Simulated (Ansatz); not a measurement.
Start from MgO in the rock salt structure (space group Fm-3m, No. 225; a = 4.2044 Å).

Structures relaxed with r2SCAN in Ansatz (plane waves to 500 eV, PAW, no SOC).

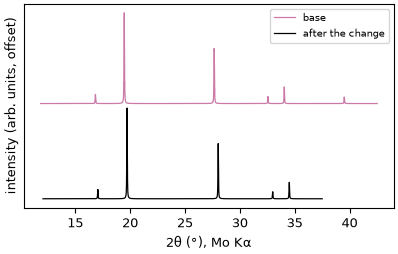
Simulated powder patterns before (top) and after one change

Q: What was done to the base?
A) pressure 7 GPa
B) pressure −2 GPa
C) pressure 15 GPa
D) pressure 100 GPa

A: A, pressure 7 GPa. Its volume per atom is 8.94 Å³ against 9.29 Å³, and its space group is Fm-3m (No. 225).

Load acts through the strain it causes; cell and atoms are relaxed under it. Stability against distortions was not tested. No other phases were tried under pressure.

Ansatz is a program for electronic structure.
